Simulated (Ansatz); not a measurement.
# Static equation of state of amorphous carbon (160 atoms)

Density of this cell: 2.45 g/cm³. The cell holds 160 atoms: 160 C. Its edges and angles: a = 10.790 Å, b = 11.049 Å, c = 10.966 Å, α = 88.7°, β = 90.3°, γ = 85.9°. The starting structure: 160 atoms (160 C) placed at random at 2.49 g/cm³, melted at 5500 K for 10 ps at fixed volume with the LCBOP (Los and Fasolino, Phys. Rev. B 68, 024107 (2003)). Quenched from 5500 K to 700 K at 500 K/ps and fixed volume, held 5 ps.

Calculated with Ansatz 0.2.0: Kohn-Sham DFT, revPBE, PAW (set soft_2), plane waves; cutoff 420 eV, Γ point, gaussian smearing of 0.05 eV. Cell and atoms were relaxed first, to V0 = 8.1482 Å³ an atom at a residual P0 = -0.016 GPa. The cell was then scaled evenly, and the atoms were relaxed at each volume.

| volume (Å³/atom) | pressure (GPa) |
| --- | --- |
| 7.3334 | ? |
| 7.6593 | 12.06 |
| 7.9038 | 6.537 |
| 8.3927 | -5.845 |
| 8.6371 | -10.98 |

Task: Fit the third-order Birch–Murnaghan equation to the rows given and extrapolate to the withheld row.

Worked fit:

Take the Eulerian strain f = ½[(V0/V)^(2/3) − 1] and the normalised pressure F = (P − P0) / [3f(1 + 2f)^(5/2)]. The third-order Birch–Murnaghan equation is then the line F = B0 + (3/2)B0(B′ − 4) f, so u = f and v = F.

```
      u = f  v = F (GPa)
  0.0210565      172.464
  0.0102571      202.408
-0.00975640      209.219
 -0.0190505      211.445
```

With n = 4: mean u = 6.2666e-4, mean v = 198.884, Σ(u − ū)² = 0.0010051, Σ(u − ū)(v − v̄) = -0.86030. Slope b = -0.86030 / 0.0010051 = -855.91; intercept a = v̄ − b ū = 199.42.

So B0 = a = 199 GPa and B′ = 4 + 2b/(3a) = 1.14. At the withheld volume f = 0.03638, F = a + b f = 168.3 GPa, and P = P0 + 3f(1 + 2f)^(5/2) F.

Prediction at 7.3334: 21.88 GPa. The run gave 21.68 GPa, so the fit is high by 0.20 GPa (0.90 % of the value).

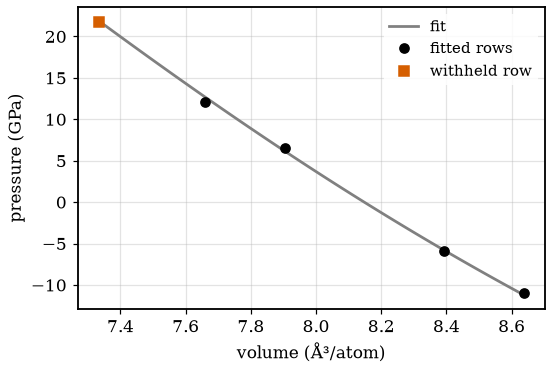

The fit, the rows that it rests on and the withheld row.

The series isn't one smooth equation of state: even a line fitted to all rows, the withheld one included, misses F by up to 6.0 %, the count of bonds changes along the series and an atom moves over 0.5 Å in some relaxation. B0 and B′ are then only the numbers of this fit, not moduli of the material. Among the rows given, the largest miss of the fit is at 7.6593, by 0.63 GPa (1.9 % of the range of the table).

Limits: Static cells at zero temperature; the cell shape is held. The program notes that the SCF threshold of these relaxations is loose for the stress. The quench rate of 500 K/ps is many orders above laboratory rates, so the cell is likely richer in defects and strain than a real sample. The network of bonds at the start is that of the classical potential that made the cell, and needn't be the one that DFT or experiment would give. Only the Γ point is sampled, in a cell whose shortest periodic width is 11 Å.

[Logs are printed without paths, hosts, clocks, repeated set-up lines and the standing remarks that a program may print on its own settings, such as how far it seeks lower states.]

[Hosts, paths, dates, database ids (printed as entryN), source tags and the programs' standing remarks are cut or masked in the printed files.]
